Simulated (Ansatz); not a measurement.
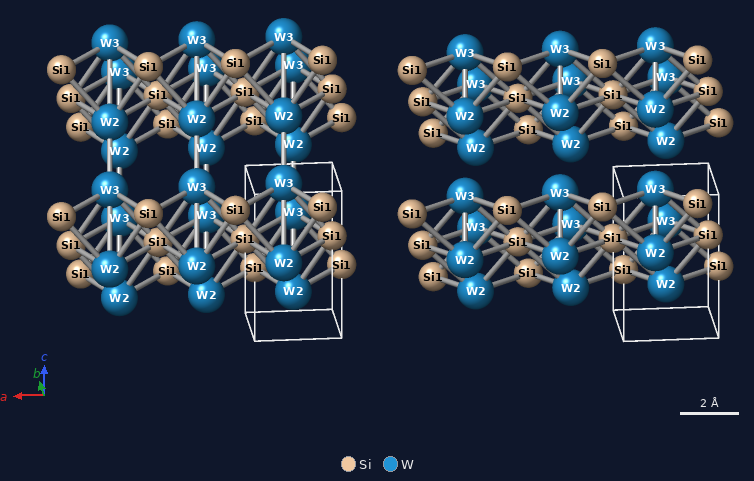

Two geometries of solid SiW2 (a generated structure, set up in P4/mmm) (coarse preliminary run), drawn at one scale. One is the start of a relaxation, the other its converged end. The picture is a ball-and-stick view of the cell of the calculation, repeated 3 × 2 × 2 with one cell outlined, seen from a free direction.

The calculation used DFT PBE, scalar-relativistic, plane waves, PAW in Ansatz. (plane-wave cutoff 420 eV; k-point mesh 6 × 6 × 4; occupations gaussian; smearing width 0.1 eV; no spin polarisation; cell and atoms relaxed; force threshold 0.04 eV/Å; at most 70 steps)

**Which geometry has the lower energy?**

The left one is the relaxed one. After 6 accepted moves (8 points after the start) the energy has fallen by 0.800 eV per cell of the calculation. Largest force component: 1.7 eV/Å at the start, 0.0088 eV/Å at the end. The pressure goes from −6.82 to −0.03 GPa. The line search rejected the trial step at point 4 of the run. The SCF was repeated once at an unchanged geometry on a basis and grid sized afresh for the cell, which shifted the energy by 1.4 meV per cell of the calculation at most. The largest moves relative to the cell, 0.26 Å, are those of W2 and W3. W3 goes along +c. Si stays in place. The drawn cell changes as follows: a = b 3.314 → 3.030 Å (−8.6 %), c 5.262 → 5.388 Å (+2.4 %); the volume changes by −14.4 %. Near-neighbour distances that change, for instance: W2–W3 2.330 → 2.907 Å, W2–W3 (another image) 2.932 → 2.481 Å, W2–W2 3.314 → 3.030 Å, Si1–W2 2.617 → 2.589 Å. Bond angles that change, for instance: Si1–W3–Si1 127.1° → 111.7°, Si1–W3–W2 63.6° → 55.8°, Si1–W3–Si1 78.6° → 71.6°. The space group stays P4/mmm (No. 123). Cost: 11 s on 1 thread of Intel(R) Xeon(R) 6975P-C (Granite Rapids) (shared host), peak memory 0.39 GiB.
